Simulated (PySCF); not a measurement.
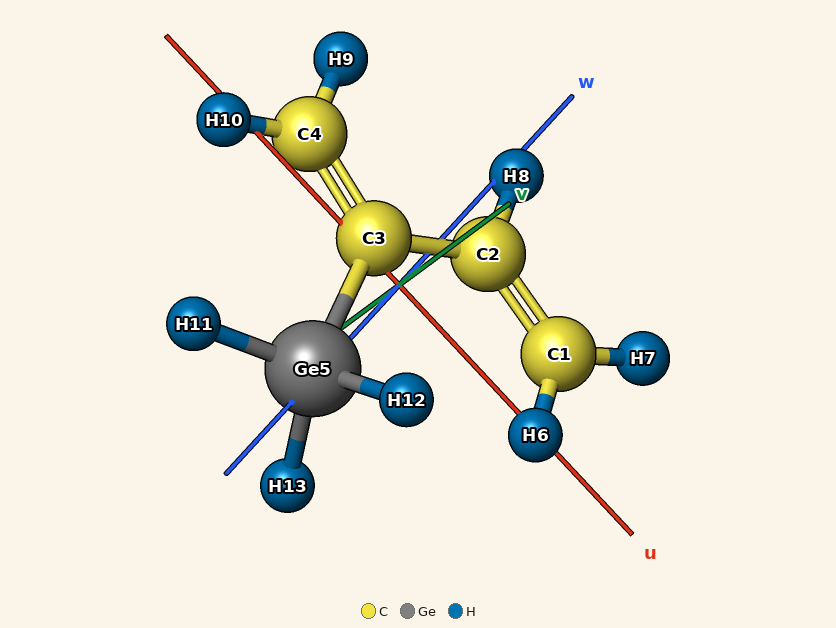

The lines u, v and w are the principal axes of the static dipole polarisability. The computed structure is the end point of a PBE0-D3(BJ)/def2-SVP optimisation. No frequency run is at hand to confirm it as a minimum. Level of theory: PBE0/def2-SVPD (PySCF 2.14.0).

### Along which axis is the molecule most polarisable, and along which least?

Most along u (nearly parallel to the C1–C2 bond), least along v.

### Give the three principal values.

u 107.7, v 59.4, w 85.6 bohr³; mean 84.3, anisotropy 41.9 bohr³.
